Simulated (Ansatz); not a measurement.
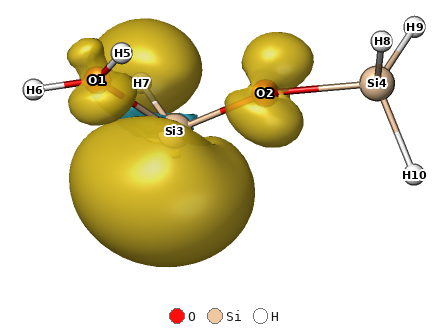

Figure 1: H₆O₂Si₂ (charge +1, doublet). Isosurfaces of the spin density at +0.015 (yellow) and −0.015 e/Å³ (cyan), seen from one side.

Geometry: B3LYP-D3(BJ)/def2-SVP.

The calculation used isolated molecule in a Gaussian basis; Kohn-Sham density functional theory, functional PBE0 (Ansatz).

```xyz
10

O    -3.1057   -0.4291    1.7161
O    -1.6831   -1.9864    0.1483
Si   -3.2018   -2.0165    0.6644
Si   -0.1793   -2.5379   -0.4925
H    -2.2439   -0.0040    1.8923
H    -3.7980   -0.0747    2.3056
H    -4.2332   -1.5750   -0.3302
H     0.8357   -1.6174    0.0682
H    -0.2969   -2.4378   -1.9645
H    -0.0056   -3.9314   -0.0219
```

Q: Where is the unpaired spin?

A: The unpaired spin (1 electron) lies mostly on Si3 (about 0.7), H7 (about 0.1) and O2 (about 0.1), in electrons by Hirshfeld's partition.
